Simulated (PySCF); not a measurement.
Breaking a bond: H2, singlet.

Methods: UKS-B3LYP/6-31G* = unrestricted B3LYP/6-31G*, spherical d (PySCF); UCCSD(T) = CCSD(T) on UHF/6-31G (PySCF 2.14.0); UKS-B3LYP/LANL2DZ = PySCF with unrestricted B3LYP/LANL2DZ.

Energies are in kJ/mol, each relative to the lowest point of its own curve near equilibrium.

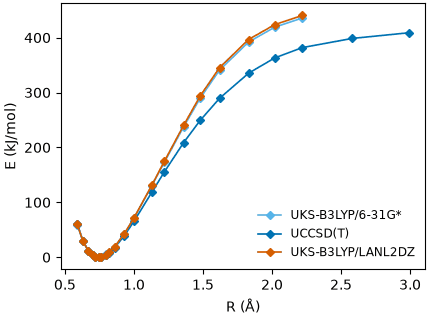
Figure. Energy against bond length for each method.

| R / Å | UKS-B3LYP/6-31G* | UCCSD(T) | UKS-B3LYP/LANL2DZ |
|---|---|---|---|
| 0.59 | 59.2 | 60.7 | 59.8 |
| 0.63 | 29.1 | 30.3 | 29.6 |
| 0.67 | 11.0 | 11.8 | 11.2 |
| 0.70 | 3.5 | 4.0 | 3.6 |
| 0.72 | 0.9 | 1.2 | 1.0 |
| 0.75 | 0.0 | 0.0 | 0.0 |
| 0.76 | 0.4 | 0.3 | 0.4 |
| 0.80 | 5.1 | 4.4 | 5.0 |
| 0.82 | 8.9 | 7.9 | 8.8 |
| 0.86 | 19.1 | 17.3 | 19.0 |
| 0.93 | 42.7 | 39.2 | 42.7 |
| 1.00 | 71.3 | 65.4 | 71.5 |
| 1.13 | 130.5 | 118.5 | 131.5 |
| 1.22 | 173.0 | 155.3 | 174.6 |
| 1.36 | 237.5 | 208.8 | 240.4 |
| 1.48 | 289.8 | 249.4 | 293.8 |
| 1.62 | 340.9 | 289.5 | 345.3 |
| 1.83 | 391.9 | 335.1 | 396.5 |
| 2.02 | 419.1 | 363.1 | 423.8 |
| 2.22 | 435.8 | 381.9 | 440.4 |
| 2.58 | — | 398.5 | — |
| 2.99 | — | 408.9 | — |

Dashes: no converged value, or the column stops at the first point that the program doubted or that broke a chosen test of continuity, which isn't proof of a fault.

The unrestricted solution behind UKS-B3LYP/6-31G*, UKS-B3LYP/LANL2DZ changes between 2.22 and 2.58 Å, which can leave a kink. The unrestricted determinant behind UKS-B3LYP/6-31G*, UKS-B3LYP/LANL2DZ is spin-contaminated at 1.62 to 2.22 Å (<S²> up to 0.9, against 0.00 for a pure singlet). The unrestricted determinant behind UCCSD(T) is spin-contaminated at 1.22 to 2.99 Å (<S²> up to 1.0, against 0.00 for a pure singlet).
